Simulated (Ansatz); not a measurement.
**TaSi2: a line through a two-coordinate scan**

One line of a two-coordinate grid on TaSi₂ (P6_422, No. 181; 9 atoms in the cell): shift of Ta1 along [0 0 1] is varied, at shift of Ta1 along [1 0 0] = −0.428 Å.

Computed with Ansatz 0.2.0 (DFT PBEsol, scalar-relativistic, plane waves, PAW, unless a step's input says otherwise).

7 further runs of the same task are left out: 7 set aside as unsound or not needed.

### 1 The starting structure

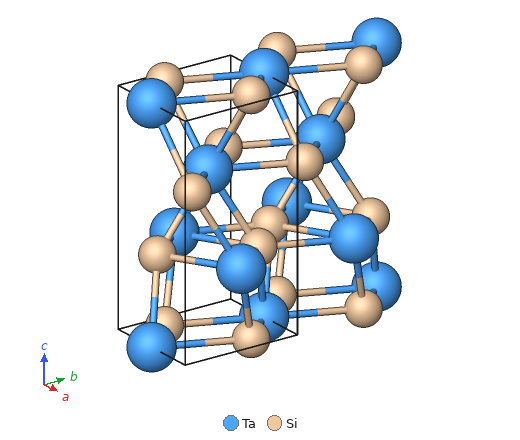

The starting structure, seen slightly off an axis (tantalum blue, silicon light orange). 1×2×1 cells are drawn. Atoms on the faces are drawn again on the opposite ones.

Coordinates:

```cif
data_structure
_symmetry_space_group_name_H-M 'P6_422'
_symmetry_Int_Tables_number 181
_cell_length_a 4.7614
_cell_length_b 4.7614
_cell_length_c 6.5581
_cell_angle_alpha 90.000
_cell_angle_beta 90.000
_cell_angle_gamma 120.000
_cell_volume 128.76
loop_
_atom_site_label
_atom_site_type_symbol
_atom_site_symmetry_multiplicity
_atom_site_Wyckoff_symbol
_atom_site_fract_x
_atom_site_fract_y
_atom_site_fract_z
_atom_site_occupancy
Ta1 Ta 3 c 0.50000 0.00000 0.00000 1
Si1 Si 6 i 0.15926 0.31852 0.00000 1
```

It is the result of an earlier relaxation at this level (volume 14.31 Å³/atom; gap on the mesh: none (metal)).

### 2 Plan of the line

Atoms count from 1 in the order of the input.

One atom moved over a plane, all else fixed.

The axes are (1) shift of Ta1 along [1 0 0]: 11 values from −1.070 Å; (2) shift of Ta1 along [0 0 1]: 11 values from −1.070 Å.

Nothing else is relaxed (all other atoms fixed). Energies count from the relaxed crystal. Points are written as (first, second).

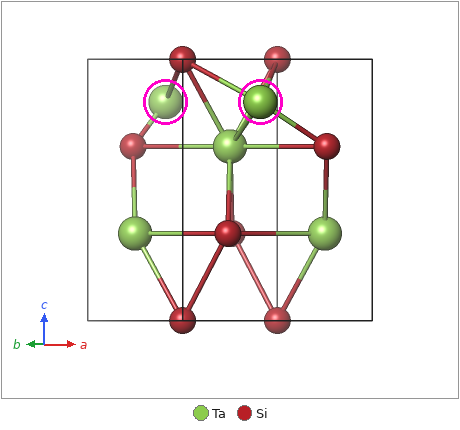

The geometry at (−0.428 Å, −1.070 Å). Rings mark the moved atoms.

### 3 Point (−0.428 Å, −1.070 Å)

File input.yaml:

```yaml
crystal:
  lattice:
    - [4.7613605622, 0.0, 0.0]
    - [-2.3806802811, 4.1234592035, 0.0]
    - [0.0, 0.0, 6.558120441]
  atoms:
    - { symbol: Ta, position: [0.4101097272, 0.0, -0.1631565034] }
    - { symbol: Ta, position: [0.5, 0.5, 0.6666666667] }
    - { symbol: Ta, position: [0.0, 0.5, 0.3333333333] }
    - { symbol: Si, position: [0.1592624125, 0.3185248251, 0.0] }
    - { symbol: Si, position: [0.8407375875, 0.1592624125, 0.6666666667] }
    - { symbol: Si, position: [0.6814751749, 0.8407375875, 0.3333333333] }
    - { symbol: Si, position: [0.8407375875, 0.6814751749, 0.0] }
    - { symbol: Si, position: [0.1592624125, 0.8407375875, 0.6666666667] }
    - { symbol: Si, position: [0.3185248251, 0.1592624125, 0.3333333333] }
basis:
  ecutwfc: 420
kpoints:
  mp_grid: { grid: [9, 9, 6] }
hamiltonian:
  xc: pbesol
  pseudopotentials: { kind: paw, azcp: { folder: soft_1 } }
scf:
  occupations: { method: gaussian, width: 0.15 }
output:
  forces: true
  stress: true
  eigenvalues: true
```

On the command line:

```
> ansatz run input.yaml --threads 4 --pin off --max-ram 8192MiB --backend cpu --events-out ev --progress --plain --runs-dir out
```

Log, shortened:

```text
Warning: <dir> the record states the generating functional pbe (its physics header spells it `PBE`), which answers neither for hamiltonian.xc's functional nor for the pbesol family's — results may be inconsistent (PPs are generated against a specific XC)
[...]
Warning: RAYON_NUM_THREADS=4 ignored (pool sized by the plan → 4); use --threads N
[...]
Pseudopotentials: kind: paw
Pseudopotential: Ta, paw, valence charge 13, recommended cutoff 420 eV (normal), <dir>
Pseudopotential: Si, paw, valence charge 4, recommended cutoff 420 eV (normal), <dir>
Functional definition: PBEsol
[...]
Crystal: 9 atoms, lattice volume = 128.757 Å³
Basis set: ecut = 420 eV, 2523 PW (Γ), exchange–correlation on 64×64×90 points (8 copies of the dense FFT grid, shifted against one another)
Bands: 41, of which v1, the nominal top of the filled ones, is band 32 counted from 1 (31 counted from 0)
Symmetry: 1 space group operations
Space group: P1 (ITA 1), of the structure as read, at distance tolerance 5.0e-5 Å
k-points: 244 of 486 (time reversal used)
[...]
SCF iter   1: F=—  HF=-33141.084633 eV  |F-HF|=—  |Δ(HF+E_count)|=         —  Δρ=1.03e-1  dr2=4.77e1  ethr=3.10e-3  ⟨swp⟩=7.2  Hψ=50637  notcnv=0
[...]
SCF iter   8: F=-33133.649729 eV  HF=-33133.649729 eV  |F-HF|=1.85e-8  |Δ(HF+E_count)|=   1.81e-7  Δρ=5.77e-6  dr2=4.60e-8  ethr=1.59e-10  ⟨swp⟩=13.8  Hψ=58759  notcnv=0
[...]
SCF converged after 8 iterations
Free energy (F): -33133.649729 eV
[...]
E sigma→0 (E₀):  -33133.624413 eV
Entropy (-TS):   -0.050632 eV (-5.626 meV/atom)
Fermi energy:    14.923008 eV
[...]
--- Forces (eV/Å), atoms counted from 1 ---
  atom   1  Ta    27.23078209    20.41172845    50.61248400
  atom   2  Ta    -1.11106581     1.53156272    -3.27788547
  atom   3  Ta     0.38066007    -0.17506288    -0.80497631
  atom   4  Si    -1.01434060     0.60617435     0.40591990
  atom   5  Si     4.44001892     2.53900071    -3.58380112
  atom   6  Si    -0.44779065     0.06150561    -0.76331435
  atom   7  Si    -0.65981271    -0.63301505     0.28048607
  atom   8  Si   -29.53053269   -24.42905918   -41.79267425
[...]
--- Stress (GPa, compression-positive) ---
       41.870728      27.977075      34.934229
       27.977076      30.238890      28.964370
       34.934229      28.964367      76.372015
  P = ⅓ Tr σ = 49.4939 GPa (494.939 kbar)
--- Band table (eV; the first three rows and the last of 244) ---
[...]
```

Wall time 30 s (4 threads of Arm Neoverse V2, shared host); peak memory 1.1 GiB.

On the map this point reads 22.8 eV.

### 4 The run at (−0.428 Å, −0.856 Å)

Changes to input.yaml since step 3:

```diff
@@ -6,3 +6,3 @@
   atoms:
-    - { symbol: Ta, position: [0.4101097272, 0.0, -0.1631565034] }
+    - { symbol: Ta, position: [0.4101097272, 0.0, -0.1305252027] }
     - { symbol: Ta, position: [0.5, 0.5, 0.6666666667] }
```

On the command line:

```
> ansatz run input.yaml --threads 4 --pin off --max-ram 8192MiB --backend cpu --events-out ev --progress --plain --runs-dir out
```

Log, shortened:

```text
[...]
SCF converged after 8 iterations
Free energy (F): -33142.871268 eV
[...]
E sigma→0 (E₀):  -33142.849616 eV
Entropy (-TS):   -0.043303 eV (-4.811 meV/atom)
Fermi energy:    14.974140 eV
[...]
--- Forces (eV/Å), atoms counted from 1 ---
  atom   1  Ta    17.80800746    11.50984806    35.60171627
  atom   2  Ta    -1.21891739     0.75071198    -2.59648086
  atom   3  Ta    -0.02749759     0.18674098    -0.83290459
  atom   4  Si    -1.47245455     0.70453071     0.24369614
  atom   5  Si     2.24469879     1.52440905    -2.71278477
  atom   6  Si    -0.55681766     0.09956166    -0.67430220
  atom   7  Si    -1.09314206    -0.72514722     0.05690615
  atom   8  Si   -16.30504220   -13.97945191   -28.02515002
[...]
--- Stress (GPa, compression-positive) ---
       26.238813      16.918384      23.657284
       16.918385      17.233737      20.312043
       23.657283      20.312042      61.234153
  P = ⅓ Tr σ = 34.9022 GPa (349.022 kbar)
--- Band table (eV; the first three rows and the last of 244) ---
[...]
```

Run time: 31 s. Hardware: 4 threads of Arm Neoverse V2, shared host; peak memory 1.1 GiB.

That is 13.6 eV from the zero.

### 5 The run at (−0.428 Å, −0.642 Å)

Changes to input.yaml since step 4:

```diff
@@ -6,3 +6,3 @@
   atoms:
-    - { symbol: Ta, position: [0.4101097272, 0.0, -0.1305252027] }
+    - { symbol: Ta, position: [0.4101097272, 0.0, -0.097893902] }
     - { symbol: Ta, position: [0.5, 0.5, 0.6666666667] }
```

On the command line:

```
> ansatz run input.yaml --threads 4 --pin off --max-ram 8192MiB --backend cpu --events-out ev --progress --plain --runs-dir out
```

Log, shortened:

```text
Warning: <dir> the record states the generating functional pbe (its physics header spells it `PBE`), which answers neither for hamiltonian.xc's functional nor for the pbesol family's — results may be inconsistent (PPs are generated against a specific XC)
[...]
Warning: RAYON_NUM_THREADS=4 ignored (pool sized by the plan → 4); use --threads N
[...]
Pseudopotentials: kind: paw
Pseudopotential: Ta, paw, valence charge 13, recommended cutoff 420 eV (normal), <dir>
Pseudopotential: Si, paw, valence charge 4, recommended cutoff 420 eV (normal), <dir>
Functional definition: PBEsol
[...]
Crystal: 9 atoms, lattice volume = 128.757 Å³
Basis set: ecut = 420 eV, 2523 PW (Γ), exchange–correlation on 64×64×90 points (8 copies of the dense FFT grid, shifted against one another)
Bands: 41, of which v1, the nominal top of the filled ones, is band 32 counted from 1 (31 counted from 0)
Symmetry: 1 space group operations
Space group: P1 (ITA 1), of the structure as read, at distance tolerance 5.0e-5 Å
k-points: 244 of 486 (time reversal used)
[...]
SCF iter   9: F=-33148.945498 eV  HF=-33148.945498 eV  |F-HF|=3.46e-9  |Δ(HF+E_count)|=   5.06e-8  Δρ=2.27e-6  dr2=7.45e-9  ethr=1.59e-10  ⟨swp⟩=12.3  Hψ=49006  notcnv=0
[...]
SCF converged after 9 iterations
Free energy (F): -33148.945498 eV
[...]
E sigma→0 (E₀):  -33148.927518 eV
Entropy (-TS):   -0.035960 eV (-3.996 meV/atom)
Fermi energy:    15.067626 eV
[...]
--- Forces (eV/Å), atoms counted from 1 ---
  atom   1  Ta    12.61529470     5.89322707    21.66300164
  atom   2  Ta    -1.25661864     0.16781325    -1.65114433
  atom   3  Ta    -0.31207197     0.43395673    -0.80772071
  atom   4  Si    -1.93256896     0.85352866     0.22024795
  atom   5  Si     0.82372115     0.76417243    -1.54008355
  atom   6  Si    -0.60229695     0.14924737    -0.63243143
  atom   7  Si    -1.55084855    -0.82507444    -0.01006485
  atom   8  Si    -8.30503740    -7.25660458   -16.39508274
[...]
--- Stress (GPa, compression-positive) ---
       17.095759       8.878284      14.180514
        8.878285       9.566849      12.323030
       14.180514      12.323030      39.902970
  P = ⅓ Tr σ = 22.1885 GPa (221.885 kbar)
--- Band table (eV; the first three rows and the last of 244) ---
[...]
```

Run time: 30 s. Hardware: 4 threads of Arm Neoverse V2, shared host; peak memory 1.1 GiB.

That is 7.5 eV from the zero.

### 6 The run at (−0.428 Å, −0.428 Å)

Changes to input.yaml since step 5:

```diff
@@ -6,3 +6,3 @@
   atoms:
-    - { symbol: Ta, position: [0.4101097272, 0.0, -0.097893902] }
+    - { symbol: Ta, position: [0.4101097272, 0.0, -0.0652626014] }
     - { symbol: Ta, position: [0.5, 0.5, 0.6666666667] }
```

On the command line:

```
> ansatz run input.yaml --threads 4 --pin off --max-ram 8192MiB --backend cpu --events-out ev --progress --plain --runs-dir out
```

Log, shortened:

```text
[...]
SCF converged after 9 iterations
Free energy (F): -33152.425281 eV
[...]
E sigma→0 (E₀):  -33152.408930 eV
Entropy (-TS):   -0.032703 eV (-3.634 meV/atom)
Fermi energy:    15.149230 eV
[...]
--- Forces (eV/Å), atoms counted from 1 ---
  atom   1  Ta    10.16356225     2.80148986    11.52705776
  atom   2  Ta    -1.21807132    -0.17682099    -0.88491660
  atom   3  Ta    -0.53484328     0.46094633    -0.61365867
  atom   4  Si    -2.29620505     1.02788931     0.25002470
  atom   5  Si     0.00015195     0.30682629    -0.55482215
  atom   6  Si    -0.65701990     0.19734590    -0.62981413
  atom   7  Si    -1.97317125    -0.97629383    -0.02160160
  atom   8  Si    -3.87449628    -3.44648761    -8.53075638
[...]
--- Stress (GPa, compression-positive) ---
       12.291221       4.050754       7.641735
        4.050754       5.688190       6.984699
        7.641735       6.984699      21.411841
  P = ⅓ Tr σ = 13.1304 GPa (131.304 kbar)
--- Band table (eV; the first three rows and the last of 244) ---
[...]
```

Run time: 30 s. Hardware: 4 threads of Arm Neoverse V2, shared host; peak memory 1.1 GiB.

Energy on the map's scale: 4.0 eV.

[end of part 1 of 2]
